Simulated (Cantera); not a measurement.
A closed system holds: 1 mol Si, 0.041 mol O2, 830 mol N2, equilibrated at 1975 K.

These are equilibrium values from Cantera (NASA tables, ideal gas, pure condensed phases), not measurements of a reactor. Candidate condensed phases: Si, SiO2, Si2N2O, Si3N4; 16 gas species. Mutual solubility and eutectic melting of coexisting phases are not modelled. The tables' values for SiN are old estimates; treat these amounts as uncertain. Rates play no part.

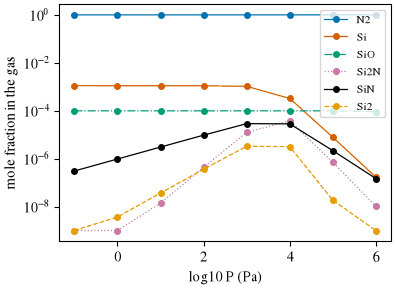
Equilibrium gas composition (values under 1e-9 drawn at 1e-9)

Q: Read off the mole fractions at 1000000 Pa.

A: N2 about 1.00, SiO about 9.2e-5, Si about 1.7e-7, SiN about 1.5e-7, Si2N about 1.0e-8.
